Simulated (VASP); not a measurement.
Band structure of Hf (hcp). These are revTPSS meta-GGA, VASP's PBE PAW potentials (set 64) (plane waves; VASP) values and carry that method's errors.

Unless said otherwise, spin-orbit coupling is left out, though it shifts the bands of the heavy elements here.

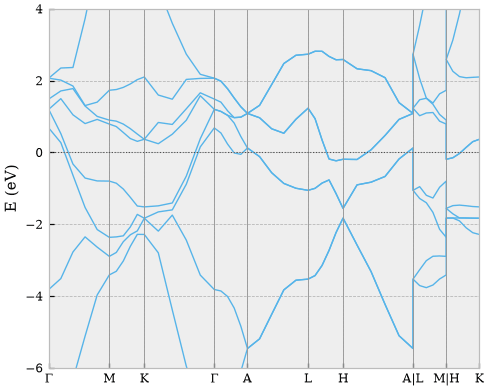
*Bands along high-symmetry lines, zero at the valence-band maximum or, without a gap, the Fermi level*

Read the plot: is there a gap, and where are the band edges?

It has no gap at this level: it comes out as a metal or semimetal.

The compound is Hf in the hcp structure. It was relaxed first.
